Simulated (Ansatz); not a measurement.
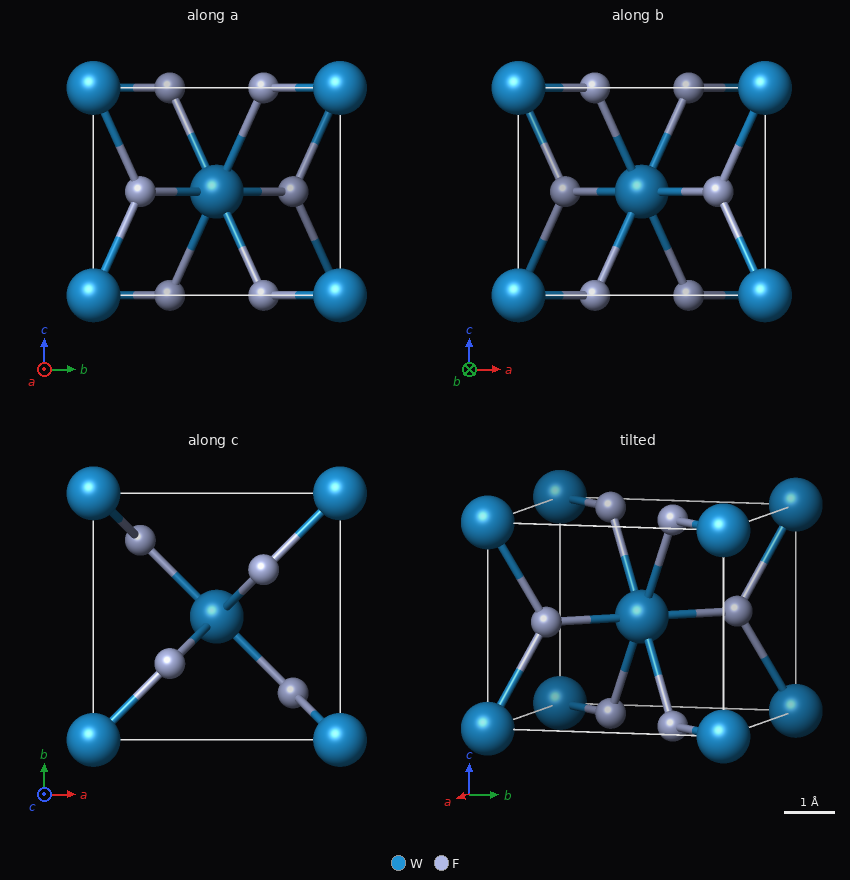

This ball-and-stick model is shown along the a axis, along the b axis, along the c axis and slightly off an axis. The conventional unit cell is outlined; an atom on or near a face, edge or corner is repeated at each equivalent position.

Lattice parameters: a = 4.987 Å, b = 4.987 Å, c = 4.196 Å, α = 90.00°, β = 90.00°, γ = 90.00°.

Question: Reconstruct the structure as a table of Wyckoff sites, with free fractional coordinates to two decimals.

Answer: Space group P4_2/mnm (No. 136).
```tsv
atom	site	x	y	z
W	2a	0.00	0.00	0.00
F	4f	0.31	0.31	0.00
```

Its origin is a structure type filled with these elements by a generator (whether the compound takes this form wasn't checked). Earlier steps of the study may have refined or changed the cell and positions. It was run through Ansatz as a DFT input.

At this level of theory the cell isn't at rest (stretched, at -9 GPa), so its distances can differ from those at equilibrium, the more so the softer the solid.
